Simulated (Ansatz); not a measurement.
bcc Li, treated with PBEsol-D3(BJ) (plane waves, PAW; Ansatz, a program for electronic structure).

Numerical settings: plane-wave cutoff 520 eV, 22×22×22 k mesh, Fermi–Dirac smearing 0.05 eV, scalar-relativistic PAW data made under PBE.

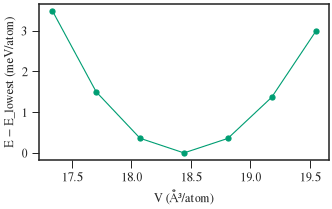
Total energy against volume

### Question
From the curve, estimate the equilibrium volume and the bulk modulus.

### Answer
V0 ≈ 18.4 Å³/atom and B0 ≈ 16 GPa; the fit gives V0 = 18.437 Å³/atom, B0 = 15.6 GPa, B′ = 3.4.

Measured, for comparison: bulk modulus 13.8 GPa (corrected for temperature and zero-point phonon effects, our sources range from 13.1 to 13.9; as tabulated in Levämäki et al. (2014), arXiv:1402.3671); equilibrium volume per atom 20.51 Å³/atom (low-temperature or extrapolated to 0 K; zero-point anharmonic expansion removed; as tabulated in Csonka et al. (2009), arXiv:0903.4037). Computed (rounded) less measured: bulk modulus +13 % (+12 % to +19 % over the range), equilibrium volume per atom -10.1 %.

The computed numbers hold no vibrational or temperature effects.
